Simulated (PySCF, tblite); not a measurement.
# C6H12BNS: geometry, infrared bands and NMR shifts

Aim: predict the infrared bands and NMR shifts of C6H12BNS (`CC[C@]1(C)[BH2-][N+]#CCS1`).

Programs: tblite 0.8.0 and PySCF 2.14.0, with density-fitted response routines of our own. Each step states its level of theory. These are calculated values for one molecule in the gas phase, unless marked as measured. Atoms count from 0, in the outputs and in this text.

## Step 1: Starting geometry

21 atoms, charge 0, multiplicity 1; geometry from: force field or distance geometry start.

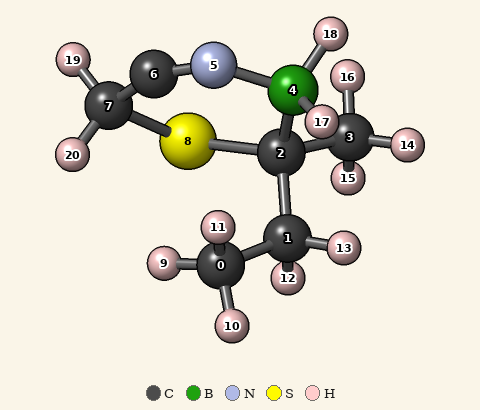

As it starts; carbon dark grey, boron green, nitrogen light blue, sulfur yellow, hydrogen pink, atoms numbered.

## Step 2: Optimising the geometry with GFN2-xTB

Job settings and geometry (Å):

```
{"job": {"kind": "relax", "xc": "GFN2-xTB", "basis": "xTB"}, "charge": 0, "multiplicity": 1}
C     -0.679600    -0.689100    -2.061700
C     -1.524000    -1.125400    -0.862500
C     -1.964700     0.022300     0.084800
C     -2.733200    -0.594600     1.254900
B     -3.064700     1.031200    -0.715400
N     -2.273500     2.189400    -1.119500
C     -1.206800     2.534000    -0.898000
C      0.030700     2.314100    -0.234100
S     -0.409600     0.853400     0.846300
H      0.266700    -0.236900    -1.731100
H     -0.454900    -1.574600    -2.687900
H     -1.249800     0.034100    -2.688000
H     -0.911400    -1.852500    -0.261400
H     -2.403800    -1.686500    -1.228800
H     -3.636500    -1.145400     0.917500
H     -2.082900    -1.313700     1.825100
H     -3.052100     0.187700     1.983800
H     -3.527000     0.504700    -1.689600
H     -3.948400     1.396000    -0.001700
H      0.315800     3.190100     0.380700
H      0.811500     2.046700    -0.964000
```

Started as:

```
OMP_NUM_THREADS=1 python probes_run.py task.json out
```

One launch serves the whole session: the jobs run in the order shown.

**Question.** This job is followed by: GFN2-xTB harmonic vibrations, gas phase; GIAO PBE0/pcSseg-1 NMR shielding, non-relativistic, gas phase. Predict these results of the whole session: strongest single infrared mode (GFN2-xTB); zero-point energy (GFN2-xTB); 13C shifts against TMS (PBE0/pcSseg-1); 1H shifts against TMS (PBE0/pcSseg-1, means over atoms taken as alike); 11B shifts against BF3·OEt2 (PBE0/pcSseg-1); 15N shifts against NH3 (PBE0/pcSseg-1); 33S shifts against CS2 (PBE0/pcSseg-1).

The runs gave:

```
                                                              quantity                                               value
                             strongest single infrared mode (GFN2-xTB)                               2231 cm⁻¹, 180 km/mol
                                          zero-point energy (GFN2-xTB)                                      106.2 kcal/mol
                                13C shifts against TMS (PBE0/pcSseg-1)             143.7, 90.5, 45.6, 43.3, 26.9, 14.0 ppm
1H shifts against TMS (PBE0/pcSseg-1, means over atoms taken as alike)  4.48, 4.11, 3.75, 3.10, 1.94, 1.80, 1.79, 0.91 ppm
                           11B shifts against BF3·OEt2 (PBE0/pcSseg-1)                                             0.5 ppm
                                15N shifts against NH3 (PBE0/pcSseg-1)                                           304.0 ppm
                                33S shifts against CS2 (PBE0/pcSseg-1)                                             224 ppm
```

What this shows: Relaxing lowered the energy by 0.285 eV in 52 steps; the close pair that moved most is C2–S8, from 1.921 to 1.846 Å. No mode is imaginary among the 57: a minimum at this level. The strongest single mode, at 2231 cm⁻¹, moves mainly C6 and N5. GFN2-xTB is a fitted tight-binding method: band positions and strengths are rough. Its intensities can rank the bands wrongly. At PBE0/pcSseg-1: Shielding is most anisotropic at S8 (span 493 ppm, paramagnetic term -782 ppm).
